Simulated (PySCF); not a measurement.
# BrH4PSi: geometry, electronic excitations

Aim: predict the electronic excitations of BrH4PSi (`P[SiH2]Br`).

Computed with PySCF 2.14.0, with density-fitted response routines of our own, on a single molecule in the gas phase. Atoms count from 0, in the outputs and in this text.

## Step 1: Starting geometry

7 atoms, charge 0, multiplicity 1; geometry from: GFN2-xTB. The atoms were then displaced at random by about 0.01 Å, so the start is not that level's minimum.

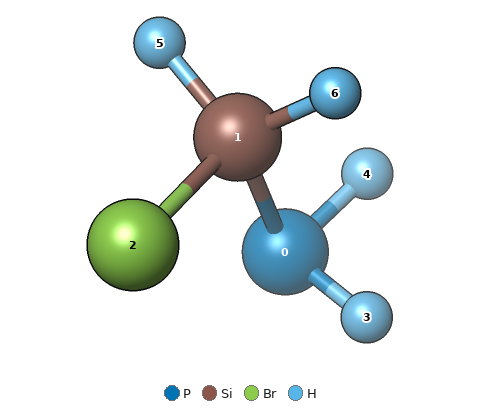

As it starts; phosphorus blue, silicon brown, bromine green, hydrogen blue, atoms numbered.

## Step 2: Relaxing the molecule at PBE0-D3(BJ)/def2-SVP

What the job is given:

```
{"job": {"xc": "PBE0", "basis": "def2-SVP", "d3": "d3bj", "grid": 1, "shake": 0.01, "kind": "geom"}, "charge": 0, "multiplicity": 1}
P      1.357160    -0.307380    -0.667210
Si    -0.699040     0.304200     0.034960
Br    -2.135160    -1.270180    -0.611830
H      1.531260    -1.307340     0.239190
H      1.989690     0.626390     0.123520
H     -1.126440     1.526450    -0.648930
H     -0.883510     0.398760     1.480370
```

Run with:

```bash
$ OMP_NUM_THREADS=1 python probes_run.py task.json out
```

This one command runs all jobs of the session in turn.

Standard output:

```text
step   0  E = -3206.38675322  max force = 0.035154
step   1  E = -3206.39097101  max force = 0.007448
step   2  E = -3206.39121488  max force = 0.001393
step   3  E = -3206.39122946  max force = 0.000371
optimisation converged
```

Run time: 11 s. Hardware: 1 thread of Arm Neoverse V1, shared host; peak memory 0.36 GiB.

Step by step:

```csv
step,energy from step 0 (eV),largest force component (eV/Å)
0,0.0000,1.8077
1,-0.1148,0.3830
2,-0.1214,0.0716
3,-0.1218,0.0191
```

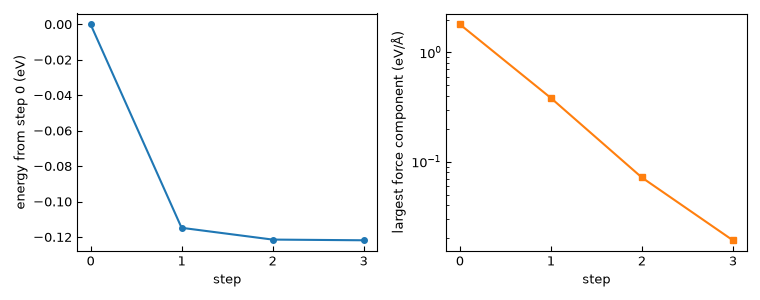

Energy and largest force along the relaxation.

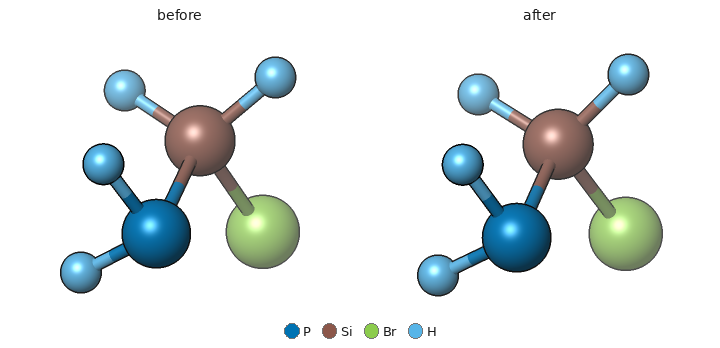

Before and after, at one scale.

Close pairs (by a distance rule), those that changed most:

```csv
bond,before (Å),after (Å),change (Å)
P0–H3,1.361,1.428,+0.067
P0–H4,1.377,1.431,+0.054
Si1–H6,1.460,1.491,+0.031
Si1–H5,1.464,1.490,+0.026
Si1–Br2,2.227,2.228,+0.001
P0–Si1,2.257,2.256,-0.001
```

The final coordinates are the input of the step that follows.

```csv
at the end point,value
point group (found at 0.08 Å tolerance),C1
"rotational constants (GHz, main isotopes)","10.176, 1.534, 1.368"
dipole moment (D),1.83
```

## Step 3: Ultraviolet spectrum: PBE0/aug-cc-pVTZ

What the job is given:

```
{"job": {"kind": "uv", "xc": "PBE0", "basis": "aug-cc-pVTZ"}, "charge": 0, "multiplicity": 1}
P      0.883836    -0.551376    -0.948457
Si    -1.161477     0.056632    -0.214665
Br    -2.620504    -1.473589    -0.917688
H      1.015245    -1.579920     0.033109
H      1.530408     0.432299    -0.133963
H     -1.523755     1.366961    -0.825450
H     -1.286266     0.144273     1.268475
```

Method: TDDFT PBE0/aug-cc-pVTZ, vertical, gas phase, core orbitals frozen in the response.

Standard output:

```text
coarse grid: 30048 points
cycle   1  E = -3206.9612449384  dE = -1.049e+00  |g| = 2.531e-01  |ddm| = 5.171e+00
cycle   2  E = -3206.9629277522  dE = -1.683e-03  |g| = 1.868e-01  |ddm| = 8.629e-01
cycle   3  E = -3206.9720064735  dE = -9.079e-03  |g| = 6.663e-02  |ddm| = 4.162e-01
cycle   4  E = -3206.9732235865  dE = -1.217e-03  |g| = 6.273e-03  |ddm| = 1.011e-01
cycle   5  E = -3206.9732306654  dE = -7.079e-06  |g| = 2.575e-03  |ddm| = 1.199e-02
final grid: 58416 points
cycle   6  E = -3206.9731817379  dE =  2.508e-07  |g| = 2.754e-03  |ddm| = 1.036e-02
cycle   7  E = -3206.9731811600  dE =  5.779e-07  |g| = 3.108e-03  |ddm| = 8.813e-03
cycle   8  E = -3206.9731839669  dE = -2.807e-06  |g| = 1.696e-04  |ddm| = 4.678e-03
cycle   9  E = -3206.9731839759  dE = -9.081e-09  |g| = 1.935e-05  |ddm| = 2.942e-04
cycle  10  E = -3206.9731839761  dE = -1.223e-10  |g| = 4.177e-06  |ddm| = 3.661e-05
converged SCF energy = -3206.9731839761

Static polarisability (au): isotropic 79.279, principal 65.753 75.497 96.589

Singlet excitations
state   eV       nm        f      main configurations
  1   5.9380    208.8   0.00581   H->L 0.91
  2   6.4184    193.2   0.00953   H->L+1 0.71, H-1->L 0.12, H->L+2 0.11
  3   6.4492    192.2   0.02519   H-1->L 0.73, H->L+2 0.11
  4   6.5272    190.0   0.07573   H->L+2 0.54, H->L+3 0.15, H-2->L 0.11
  5   6.6246    187.2   0.00597   H-2->L 0.63, H->L+3 0.25
  6   6.8041    182.2   0.13111   H->L+3 0.50, H->L+2 0.16, H-2->L 0.16
  7   7.0055    177.0   0.00463   H-1->L+1 0.79, H-1->L+2 0.14
  8   7.1204    174.1   0.02218   H-2->L+1 0.75, H-2->L+2 0.15
  9   7.1863    172.5   0.02627   H-1->L+2 0.72, H-1->L+1 0.11
 10   7.2886    170.1   0.07448   H-2->L+2 0.44, H->L+4 0.28, H-2->L+1 0.11

Triplet excitations (Tamm-Dancoff, eV): 5.3971 5.5588 5.8026 6.0540
```

Run time: 25 s. Hardware: 1 thread of Arm Neoverse V1, shared host; peak memory 0.89 GiB.

Frontier orbitals and where they lie:

```csv
orbital,eV,atoms
HOMO−3,-9.89,"Br2 31 %, P0 23 %, Si1 21 %"
HOMO−2,-8.58,"Br2 59 %, P0 16 %, Si1 16 %"
HOMO−1,-8.46,"Br2 63 %, Si1 19 %, H5 7 %"
HOMO,-7.86,"P0 47 %, Si1 14 %, Br2 14 %"
LUMO,-0.64,"Si1 34 %, Br2 27 %, P0 15 %"
LUMO+1,-0.38,"P0 20 %, H6 18 %, Si1 16 %"
LUMO+2,-0.25,"Si1 30 %, P0 26 %, H3 17 %"
```

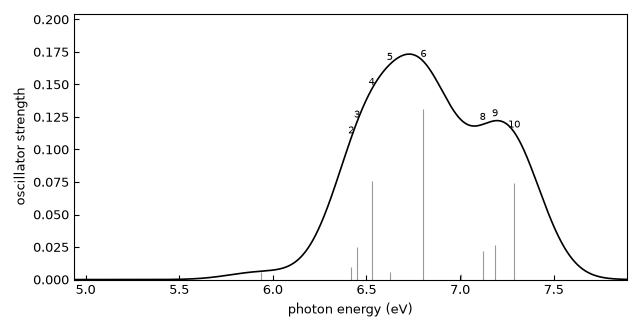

Absorption spectrum from the 10 singlet states computed; above the last one it falls off for lack of states. Lines are broadened to a width of 0.40 eV (Gaussian).

Further results of this job:

```csv
property,computed
dipole moment (D),1.64
polarisability (Å³),11.75
HOMO–LUMO gap (eV),7.23
−ε(HOMO) (eV),7.86
```

## Step 4: TDDFT and polarisability: PBE0/def2-TZVPD

Same as in step 3 but for these lines:

```diff
@@ -1,2 +1,2 @@
-{"job": {"kind": "uv", "xc": "PBE0", "basis": "aug-cc-pVTZ"}, "charge": 0, "multiplicity": 1}
+{"job": {"kind": "uv", "xc": "PBE0", "basis": "def2-TZVPD"}, "charge": 0, "multiplicity": 1}
 P      0.883836    -0.551376    -0.948457
```

With the program's defaults for keys left out, this is: TDDFT PBE0/def2-TZVPD, vertical, gas phase, core orbitals frozen in the response.

Standard output:

```text
coarse grid: 30048 points
cycle   1  E = -3206.9085242969  dE = -1.069e+00  |g| = 3.093e-01  |ddm| = 2.009e+00
cycle   2  E = -3206.9111420074  dE = -2.618e-03  |g| = 2.151e-01  |ddm| = 4.000e-01
cycle   3  E = -3206.9200427200  dE = -8.901e-03  |g| = 6.670e-02  |ddm| = 2.297e-01
cycle   4  E = -3206.9212845842  dE = -1.242e-03  |g| = 8.536e-03  |ddm| = 5.897e-02
cycle   5  E = -3206.9212978864  dE = -1.330e-05  |g| = 2.718e-03  |ddm| = 8.897e-03
cycle   6  E = -3206.9212993097  dE = -1.423e-06  |g| = 6.110e-04  |ddm| = 3.099e-03
final grid: 58416 points
cycle   7  E = -3206.9212849954  dE = -1.495e-08  |g| = 6.890e-04  |ddm| = 2.186e-03
cycle   8  E = -3206.9212849760  dE =  1.941e-08  |g| = 7.705e-04  |ddm| = 1.433e-03
cycle   9  E = -3206.9212851333  dE = -1.573e-07  |g| = 2.822e-05  |ddm| = 7.247e-04
cycle  10  E = -3206.9212851335  dE = -2.069e-10  |g| = 7.429e-06  |ddm| = 2.756e-05
converged SCF energy = -3206.9212851335

Static polarisability (au): isotropic 78.990, principal 65.519 75.200 96.253

Singlet excitations
state   eV       nm        f      main configurations
  1   5.9287    209.1   0.00482   H->L 0.94
  2   6.4594    191.9   0.00902   H-1->L 0.89
  3   6.5384    189.6   0.03195   H->L+1 0.65, H-2->L 0.17, H->L+3 0.08
  4   6.5768    188.5   0.05096   H->L+2 0.85, H->L+3 0.10
  5   6.6409    186.7   0.00182   H-2->L 0.66, H->L+3 0.17
  6   6.8828    180.1   0.17595   H->L+3 0.54, H->L+1 0.16, H-2->L 0.10
  7   7.0660    175.5   0.00020   H-1->L+1 0.92
  8   7.1720    172.9   0.01899   H-2->L+1 0.91
  9   7.3025    169.8   0.01908   H-1->L+2 0.81
 10   7.3824    167.9   0.07484   H->L+4 0.46, H-2->L+2 0.29, H-1->L+2 0.09

Triplet excitations (Tamm-Dancoff, eV): 5.3719 5.5117 5.7893 6.0718
```

Wall time 14 s (1 thread of Arm Neoverse V1, shared host); peak memory 0.81 GiB.

This run: HOMO -7.86 eV, LUMO -0.61 eV; lowest singlet 5.93 eV.

## Step 5: Comparing the runs: electronic excitations

Excitations and ground-state properties, with basis size and wall time:

```csv
run,lowest singlet (eV),brightest (eV),f,gap (eV),α (Å³),μ (D),functions,time
PBE0/aug-cc-pVTZ,5.94,6.80,0.131,7.23,11.75,1.64,251,25 s
PBE0/def2-TZVPD,5.93,6.88,0.176,7.25,11.71,1.62,179,14 s
```

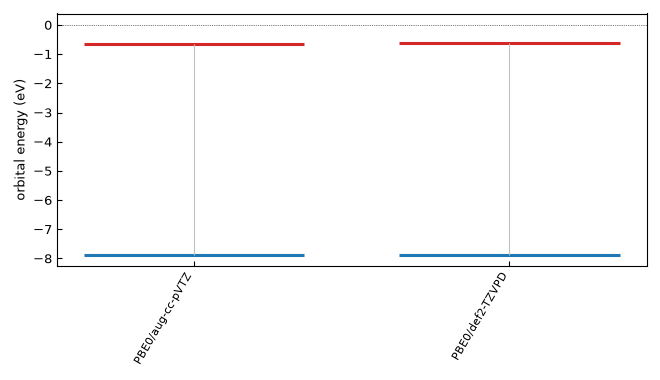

HOMO (blue) and LUMO (red) run by run.

## Step 6: Results

```
                                quantity                        value
                             point group                           C1
    rotational constants (main isotopes)        10.18, 1.53, 1.37 GHz
       lowest singlet (PBE0/aug-cc-pVTZ)  5.94 eV (209 nm), f = 0.006
brightest single state of those computed  state 6, 6.80 eV, f = 0.131
                          lowest triplet                      5.40 eV
             range of the lowest singlet              5.93 to 5.94 eV
```

The optimisation took 3 steps and gained 0.122 eV; among the close pairs (by a distance rule), P0–H3 changed most, from 1.361 to 1.428 Å. The lowest singlet, at 5.94 eV, is HOMO→LUMO 0.91 and is weak; of the 10 states computed, the strongest absorption comes from state 6 at 6.80 eV (the last state computed is bright too, and its partners may lie past the list). The lowest triplet lies 0.54 eV below the lowest singlet (triplets in Tamm-Dancoff, singlets in full TDDFT).
